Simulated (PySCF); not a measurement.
Consider C₇H₁₂BF.

The calculation's input:

```
{"job": {"kind": "nmr", "xc": "PBE0", "basis": "pcSseg-1"}, "charge": 0, "multiplicity": 1}
F      3.239400    -0.575521    -1.604259
C      3.208718    -0.099818    -0.356776
C      2.071780     0.166097     0.278497
C      0.697194    -0.011557    -0.289114
C     -0.017114     1.337827    -0.466485
B     -1.565507     1.269361    -0.675703
C     -2.350833    -0.009102    -0.239130
C     -1.502292    -1.267456    -0.058438
C     -0.141081    -0.972565     0.563869
H      4.209861     0.041229     0.060319
H      2.162182     0.559125     1.297160
H      0.807953    -0.469788    -1.286887
H      0.057504     1.923713     0.478989
H      0.494439     1.974964    -1.206603
H     -2.167212     2.256128    -1.049909
H     -3.250389    -0.187309    -0.851556
H     -2.764850     0.315465     0.743295
H     -1.339278    -1.739332    -1.043751
H     -2.034223    -2.019799     0.547308
H     -0.275889    -0.537741     1.572961
H      0.418562    -1.910815     0.706955
```

Run with:

```sh
OMP_NUM_THREADS=1 python probes_run.py task.json out
```

Geometry: PBE0-D3(BJ)/def2-SVP.

Method: PySCF 2.14.0, PBE0/pcSseg-1, SCF density, gas phase, non-relativistic.

Question: What will maps of the electron density and electron localisation function show?

Answer: C–C (1.33 Å): ρ at the midpoint is about 2.3 e/Å³; the ELF peaks at about 0.95 between the atoms; a short, multiple covalent bond.
C–F (1.34 Å): the density is about 2.3 e/Å³ at the midpoint; the ELF peaks at about 0.85 between the atoms, as expected for a polar covalent bond.
C–H (1.09 Å): ρ at the midpoint is about 2.1 e/Å³; the ELF climbs to about 1 towards the hydrogen, as it does in any bond to H; a covalent bond by its length.
C–C (1.50 Å): ρ at the midpoint is about 1.7 e/Å³; the ELF peaks at about 0.95 between the atoms, as expected for a covalent bond.

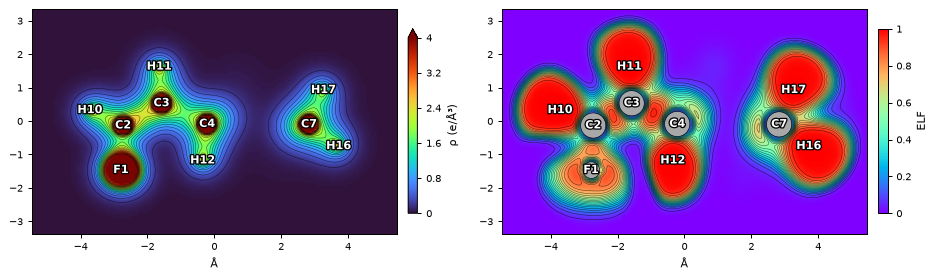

Computed electron density and electron localisation function on the plane of atoms F1, C2 and C3, in this order. Grey discs cover the atomic cores in the ELF map. 
